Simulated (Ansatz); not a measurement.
The calculation's input:

```
crystal:
  periodic: [false, false, false]
  atoms:
    - {symbol: F, position_ang: [-0.478469, -2.079129, -0.109508]}
    - {symbol: B, position_ang: [-0.701468, -0.798004, -0.384108]}
    - {symbol: Al, position_ang: [0.643845, 0.736041, 0.326913]}
    - {symbol: H, position_ang: [-1.694497, -0.598876, -1.045531]}
    - {symbol: H, position_ang: [1.874388, 1.220452, -0.559820]}
    - {symbol: H, position_ang: [0.398301, 1.455515, 1.725856]}
basis:
  gaussian: {orbitals: def2-TZVPP}
hamiltonian: {xc: pbe0, dispersion: d4}
output: {orbitals: {seedname: orbitals}}
```

Run with:

```sh
ansatz run in.yaml --threads 2 --pin off --events-out ev --progress --plain --max-ram 4352MiB
```

Geometry: PBE0-D4/def2-TZVP.

Level of theory: RKS PBE0-D4/def2-TZVPP (Ansatz).

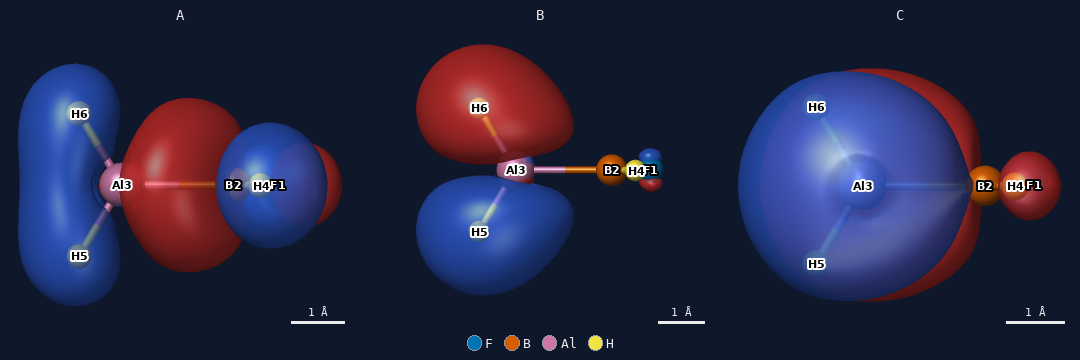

AlBFH$_{3}$ (SMILES F[BH][AlH2]). Three frontier orbitals at ±0.06 Å⁻³ᐟ² (blue and red are the two phases), in no order.

> Order the three orbitals by energy and name them.

B is the HOMO−1 (−8.57 eV). By Hirshfeld shares it lies mainly on Al3 (about 35 %), H5 (about 30 %) and H6 (about 30 %). A is the HOMO (−7.31 eV). By Hirshfeld shares it lies mainly on B2 (about 35 %), Al3 (about 30 %), H4 (about 10 %), F1 (about 10 %), H5 (about 5 %) and H6 (about 5 %). C is the LUMO (−1.86 eV). It lies mainly on Al3 (about 75 %) and B2 (about 10 %).

> What is the HOMO–LUMO gap?

5.45 eV between the orbital energies.
